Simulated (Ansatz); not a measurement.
**TiTe2, response to strain**

Take TiTe2 in the CdI2 type structure (space group P-3m1, No. 164; layered, stacked along the Cartesian z axis) as the base.

```xyz
3
Lattice="3.6178 0.0000 0.0000 -1.8089 3.1331 0.0000 0.0000 0.0000 6.2248" Properties=species:S:1:pos:R:3 pbc="T T T"
Ti     0.0000     0.0000     0.0000
Te     0.0000     2.0887     1.7298
Te     1.8089     1.0444     4.4950
```

Cartesian axes are those of the cell as printed.

Strains are applied to the cell and any free atomic positions relax; under biaxial strain the out-of-plane vector relaxes too.

Calculations: DFT with PBEsol-D3(BJ), PAW potentials and a 420 eV plane-wave cutoff in Ansatz (a first-principles code), without spin-orbit coupling.

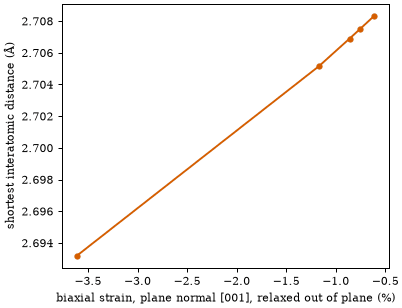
*Shortest interatomic distance against biaxial strain, plane normal [001], relaxed out of plane*

Q: From the plot, what is the shortest interatomic distance for biaxial strain −0.86 %, plane normal [001], relaxed out of plane?

A: About 2.707 Å.

Q: Is the trend monotonic over the range shown?

A: Yes, it rises throughout, spanning 2.693 Å to 2.708 Å.

Without a gap, meshes like the base's 15×15×8 leave anisotropic stresses uncertain by several tenths of a GPa, and small strain energies with them. Stability against distortions was not tested. The final runs are not spin-polarised.
